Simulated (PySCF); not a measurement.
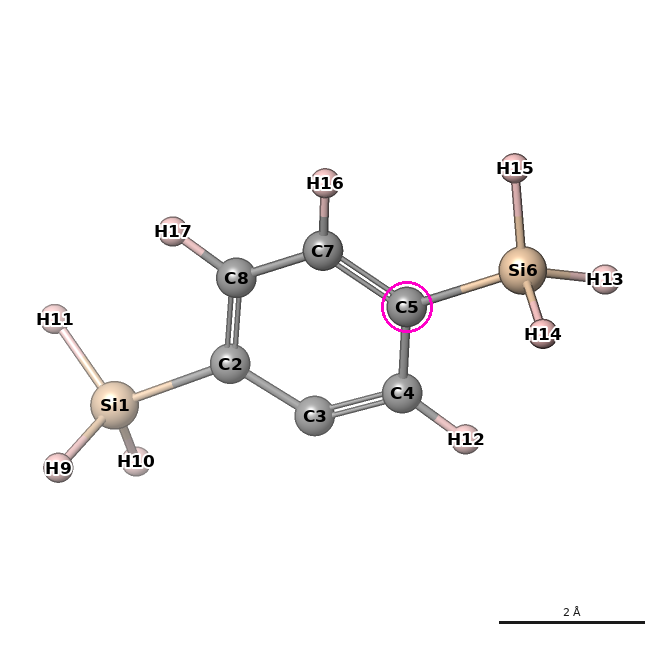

Orthographic view. Atoms fade into the background with distance from the viewer. State: neutral, doublet. The computed structure is the end point of a PBE0-D3(BJ)/def2-SVP optimisation. No frequency run is at hand to confirm it as a minimum.

Question: Name the neighbours of the circled atom.

Answer: The circled atom is C5; it is bonded to C4, Si6, C7.

Question: Of Si1 and H9, which is nearer the viewer?

Answer: H9; the bond to Si1 points away from the viewer, so it looks shorter than its 1.49 Å.

Question: Which atom is farthest from the viewer?

Answer: H10, 2.8 Å behind the mean position.

Question: Which atom is nearest the viewer?

Answer: H14, 2.5 Å in front of the mean position.
